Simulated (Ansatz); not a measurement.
System: anatase TiO2 (metastable phase). Method: BLYP in Ansatz (plane waves, PAW).

Settings: plane-wave cutoff 520 eV, 12×12×12 k mesh, Fermi–Dirac smearing 0.01 eV, no spin polarisation, scalar-relativistic PAW data made under PBE.

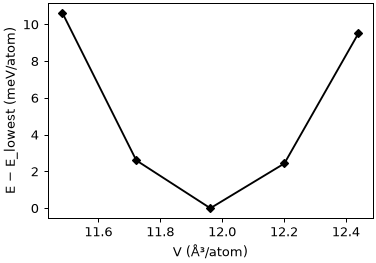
Fig. 1. Total energy against volume

Problem. From the curve, estimate the equilibrium volume and the bulk modulus.

Solution. V0 ≈ 12.0 Å³/atom and B0 ≈ 170 GPa; the fit gives V0 = 11.963 Å³/atom, B0 = 168 GPa, B′ = 2.9.

Shape and atoms are relaxed at each volume.

Note: the bulk modulus comes from volumes at which shape and atoms were relaxed.

Static lattice: no zero-point or thermal effects.

It cost very roughly 10 core-minutes of CPU time.

Ansatz is a quantum-chemistry and plane-wave program.
